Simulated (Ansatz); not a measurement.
# Computed frozen-phonon scan: Be (hcp, Mg type)

Relaxed Be (hcp, Mg type):

```yaml
crystal:
  lattice:
    - [2.26449, 0.00000, 0.00000]
    - [-1.13225, 1.96111, 0.00000]
    - [0.00000, 0.00000, 3.56090]
  atoms:
    - { symbol: Be, position: [0.33333, 0.66667, 0.75000] }
    - { symbol: Be, position: [0.66667, 0.33333, 0.25000] }
```

A phonon eigenvector at Γ is frozen into this cell: atom i moves by Q times the vector below, so Q is the largest atomic displacement, in Å. The cell is held. It is one choice among 2 degenerate patterns.

```json
[
 {"atom": "Be1", "x": "0.000", "y": "1.000", "z": "0.000"},
 {"atom": "Be2", "x": "0.000", "y": "-1.000", "z": "0.000"}
]
```

Computed with PBE (plane waves to 420 eV, PAW, scalar-relativistic; Ansatz, a program for electronic structure). k mesh 23×23×13 (Γ-centred), Fermi-Dirac smearing 0.05 eV. E stands for the smeared free energy. With partly filled bands, energies and forces of such displacements shift with the k mesh and the smearing. Be was relaxed with its symmetry unable to fall. The PAW data are Ansatz's earlier set. ΔE is measured from the undisplaced structure.

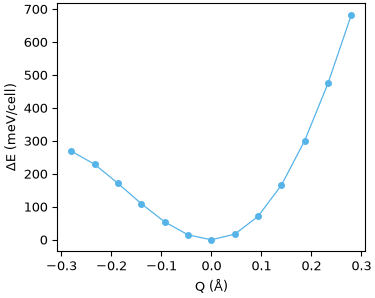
Fig. 1. ΔE (meV/cell) against Q (Å); one marker a computed point.

The energy at Q = 0.280 Å is 684 meV/cell. Wavenumber by perturbation theory (DFPT, on another k mesh): 461 cm⁻¹. Symmetry of the curve: not even: the positive side lies higher at ±0.280 Å. Harmonic wavenumber from the curvature (finite differences): 471 cm⁻¹. Shape of the curve: a single well with its minimum at or next to zero displacement.

E″ = 14.71 eV/Å², M = Σ mᵢ|uᵢ|² = 18.0 u, ν̃ = 521.5·√(|E″|/M).

(For displaced atoms, the force is minus the slope of the energy, and its curvature is a force constant, which sets phonon frequencies.)
